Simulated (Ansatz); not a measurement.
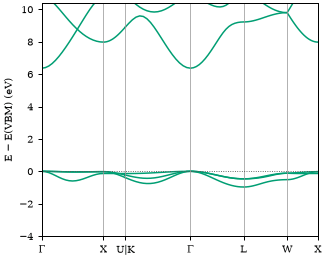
Fig. 1. Band structure from the program Ansatz at the LDA level (PAW)

Q: Read off the gap and where the band edges lie.

A: About 6.4 eV (6.37 eV by a search for the band edges); maximum at Γ, minimum at Γ.

The material is KF (rock salt, Fm-3m).

The LDA relaxation kept the symmetry of its start; phonons on a q-mesh show no instability.

Potentials: the later of the program's two PAW sets.
